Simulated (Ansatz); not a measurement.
CH6OSn

```tsv
atom	x (Å)	y (Å)	z (Å)
Sn	0.4793	-0.0767	-0.0527
C	0.9761	0.0177	2.0553
H	0.0719	-0.1138	2.6672
H	1.6943	-0.7785	2.3023
H	1.4279	0.9942	2.2815
H	1.8507	0.1512	-1.0611
O	-0.6761	1.4890	-0.5475
H	-1.5803	1.3986	-0.2172
H	-0.3700	-1.5335	-0.4379
```

Core potentials replace the inner electrons of Sn.

Level of theory: Ansatz, RKS B3LYP/def2-SVP.

What can the converged electron density and electron localisation function tell about the bonding?

Answer. Sn–O (2.01 Å): ρ is about 0.68 e/Å³ halfway; the ELF peaks at about 0.85 in the valence shell of O, 0.6 Å from its nucleus, and drops to about 0.15 between the two atoms.
C–Sn (2.17 Å): the density is about 0.66 e/Å³ at the midpoint; the ELF peaks at about 0.90 in the valence shell of C, 0.7 Å from its nucleus, and drops to about 0.15 between the two atoms.
C–H (1.10 Å): ρ at the midpoint is about 1.9 e/Å³; the ELF climbs to about 1 towards the hydrogen, as it does in any bond to H: a covalent bond by its length.

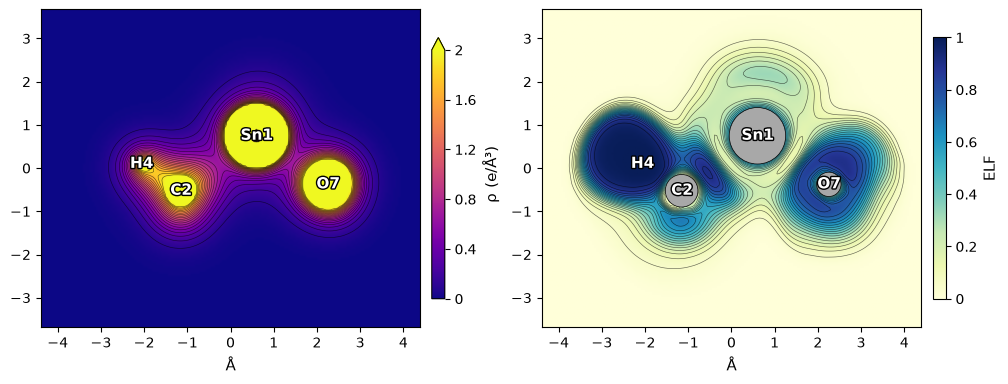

Computed electron density and electron localisation function on the plane of atoms Sn1, C2 and H4, in this order. Grey discs cover the atomic cores in the ELF map. 
